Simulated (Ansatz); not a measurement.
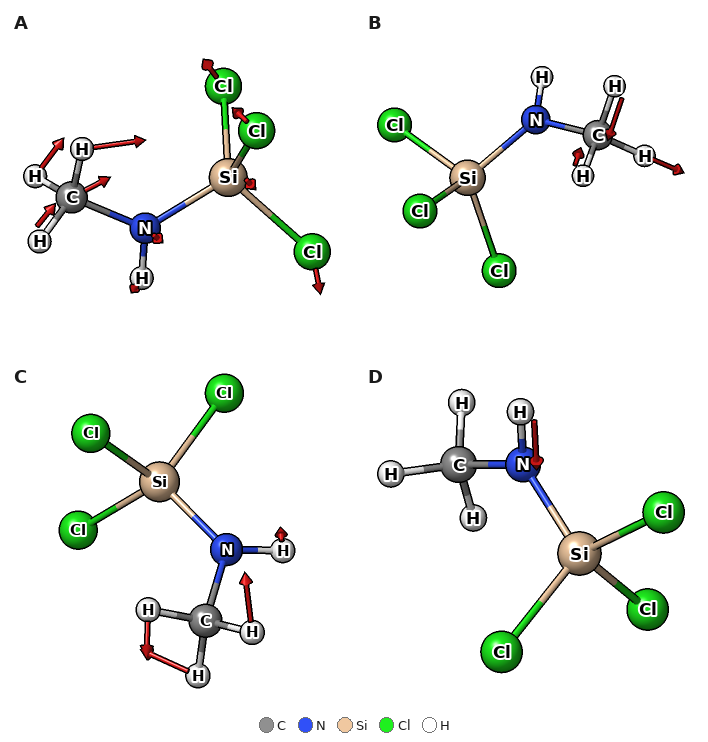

4 normal modes of one molecule or complex, as arrows. Harmonic vibrations computed with RKS PBE0-D4/def2-TZVP (Ansatz 0.2.0) at a stationary point of the same level.

### Match the panels to the wavenumbers 179 cm⁻¹, 1515 cm⁻¹, 3099 cm⁻¹, 3637 cm⁻¹.

A: 179 cm⁻¹, Cl–Si–Cl bending
B: 3099 cm⁻¹, out-of-phase stretching of 3 C–H bonds
C: 1515 cm⁻¹, H–C–H bending
D: 3637 cm⁻¹, N–H stretching
